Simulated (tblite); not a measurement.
**Saddle-point search of PF$_{5}$**

- system: PF$_{5}$ (pentafluorophosphorane), SMILES FP(F)(F)(F)F
- method: GFN2-xTB saddle search (eigenvector following) and harmonic vibrations, gas phase (tblite 0.8.0)

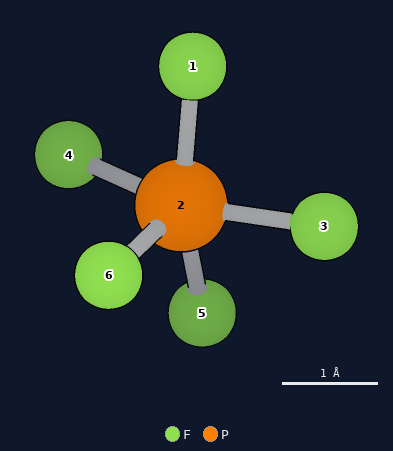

**Figure 1.** The starting structure (ball-and-stick view, seen at a tilt; atoms are numbered from 1 in the order of the input). Bond lengths as drawn: F–P 1.53 to 1.58 Å.

Input file:
```
{"job": {"xc": "GFN2-xTB", "basis": "xTB", "kind": "saddle"}, "charge": 0, "multiplicity": 1}
F      0.713645     1.318151    -0.527071
P     -0.015696     0.006550    -0.028044
F      0.819360    -0.786909    -1.114233
F     -1.173553     0.940742     0.513228
F     -1.086790    -1.156075    -0.107220
F      0.743034    -0.322459     1.263340
```

The first line tells a small driver script what to run in tblite; the rest is the geometry in Å.

Hardware: 1 CPU thread, shared host.

Command:
```bash
OMP_NUM_THREADS=1 python <driver script> task.json out
```

What the program printed:
```
step      E/eV     max force
  0    -717.53351   0.0296
  1    -717.53353   0.0017
lowest wavenumbers (cm-1): -82.0 279.8 279.9 393.9 458.0 458.0
```

Trajectory as extended XYZ (Å, eV, eV/Å), 2 frames, from step=0 to step=1:
```
6
Properties=species:S:1:pos:R:3:forces:R:3 step=0 energy=-717.53351
F     0.7136    1.3182   -0.5271    0.0070   0.0160  -0.0170
P    -0.0157    0.0065   -0.0280   -0.0290   0.0000   0.0060
F     0.8194   -0.7869   -1.1142    0.0110   0.0010   0.0150
F    -1.1736    0.9407    0.5132   -0.0070   0.0000  -0.0040
F    -1.0868   -1.1561   -0.1072    0.0030   0.0070   0.0030
F     0.7430   -0.3225    1.2633    0.0140  -0.0240  -0.0030
6
Properties=species:S:1:pos:R:3:forces:R:3 step=1 energy=-717.53353
F     0.7195    1.3192   -0.5199   -0.0010  -0.0010   0.0000
P    -0.0163    0.0072   -0.0277   -0.0010   0.0000   0.0000
F     0.8141   -0.7830   -1.1192   -0.0010   0.0010   0.0010
F    -1.1781    0.9425    0.5022    0.0010  -0.0010  -0.0010
F    -1.0834   -1.1598   -0.0970    0.0010   0.0010   0.0000
F     0.7443   -0.3261    1.2618    0.0010   0.0000   0.0000
```

Summary:

| quantity | value |
| --- | --- |
| outcome | converged |
| total energy | −717.5335 eV |
| point group | C4v |
| peak memory | 0.19 GiB |
